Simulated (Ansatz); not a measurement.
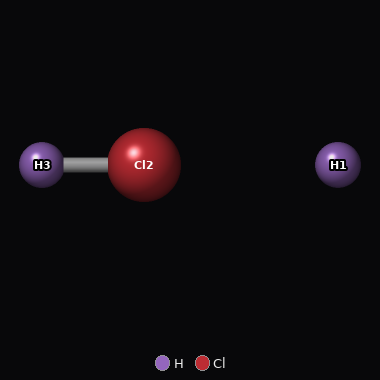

The system is H⁻ + ClH; the picture shows the reference structure. 
- First axis: distance H1–Cl2. Second axis: distance Cl2–H3.
- Nothing is relaxed (the angle H1–Cl2–H3 is fixed at 180 degrees).
- The grid has 17 × 17 points; 153 points were computed and 136 follow by symmetry.
- Points are written as (first, second).
- Energies: eV, counted from the lowest grid point.
- The restricted reference is unstable at some or all points, so the energies there are unreliable.
- Computed with Ansatz 0.2.0, RHF-MP2, frozen core/aug-cc-pVTZ.

Its coordinates:

```yaml
atoms:
  - { symbol: H, position_ang: [-2.5390, 0.0000, 0.0000] }
  - { symbol: Cl, position_ang: [0.0000, 0.0000, 0.0000] }
  - { symbol: H, position_ang: [1.3360, 0.0000, 0.0000] }
```

Range: distance H1–Cl2 from 1.064 to 3.464 Å; distance Cl2–H3 from 1.064 to 3.464 Å.

### What landscape does the calculation give?

The lowest grid point is at (1.336 Å, 2.539 Å). The same energy is found at (2.539 Å, 1.336 Å). The highest grid point, (1.064 Å, 1.064 Å), lies 7.25 eV above the lowest.

```csv
"distance Cl2–H3 ↓, distance H1–Cl2 →",1.129,1.336,1.593,1.883,2.200,2.539,2.896,3.271
3.271,0.48,0.04,0.88,1.99,2.63,2.81,2.80,2.68
2.896,0.49,0.01,0.77,1.74,2.33,2.61,2.75,2.80
2.539,0.56,0.00,0.61,1.40,1.95,2.33,2.61,2.81
2.200,0.74,0.05,0.43,1.00,1.51,1.95,2.33,2.63
1.883,1.15,0.22,0.26,0.60,1.00,1.40,1.74,1.99
1.593,1.89,0.59,0.23,0.26,0.43,0.61,0.77,0.88
1.336,3.08,1.40,0.59,0.22,0.05,0.00,0.01,0.04
1.129,5.07,3.08,1.89,1.15,0.74,0.56,0.49,0.48
```

The table holds every second grid line.

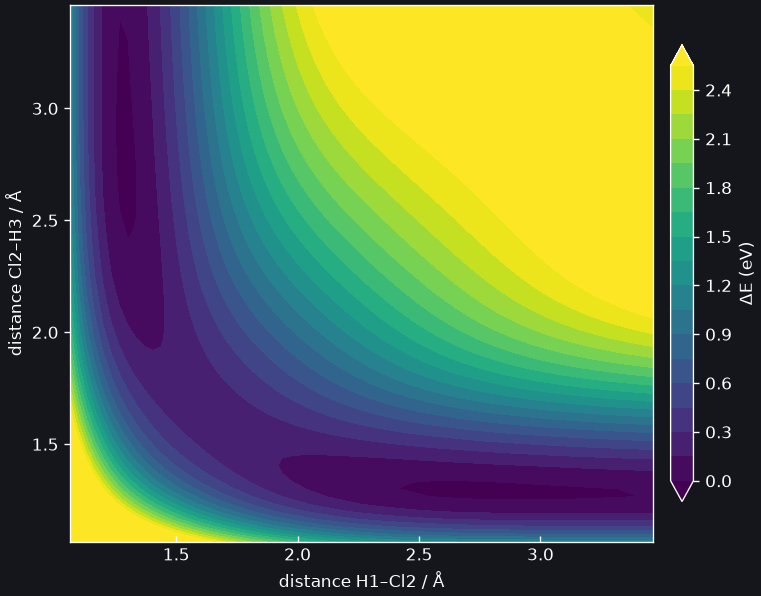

Drawn: filled contours, one colour for all values above the top of the scale. Between grid points the surface is interpolated.

The whole map (153 points run) took 3.7 min on 1 thread of Arm Neoverse V1 (shared host).
